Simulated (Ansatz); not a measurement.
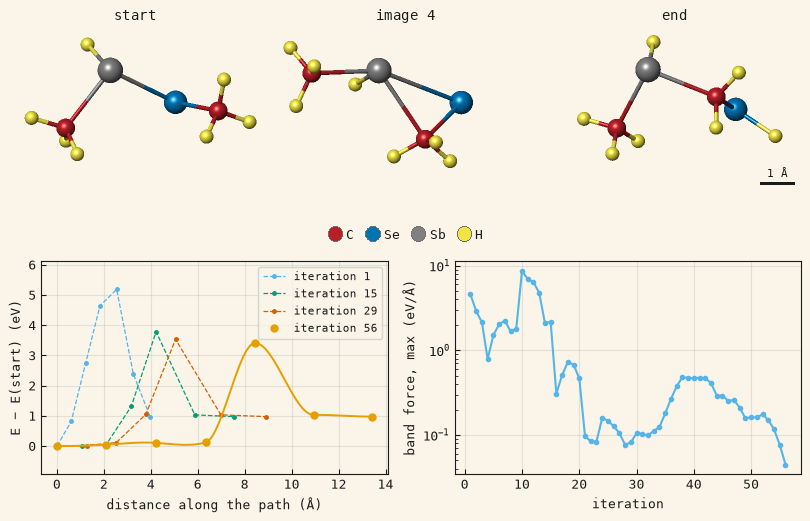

A nudged-elastic-band calculation for C2H7SbSe. Images are numbered from 0 (start) to 6 (end). The plot follows the band through its iterations. A ball-and-stick model, seen at a tilt.

Computed with RKS B3LYP-D4/def2-SVP in Ansatz. Run with 5 movable images; climbing image; force threshold 0.05 eV/Å; iteration limit 60; starting path through a guess of the saddle point.

Did the band converge, and can the barrier be trusted?

Answer. The result is final at these settings. The band converged in 56 iterations. The largest component of the band force went from 4.6 to 0.045 eV/Å. The climbing image converged on the top of the path. Its vibrational analysis gives one imaginary mode (504i cm⁻¹), as a transition state must have. The first iteration put the highest image at 5.19 eV. The energy climbs by 3.41 eV to image 4 and then falls by 2.44 eV, so the end point sits at +0.98 eV.
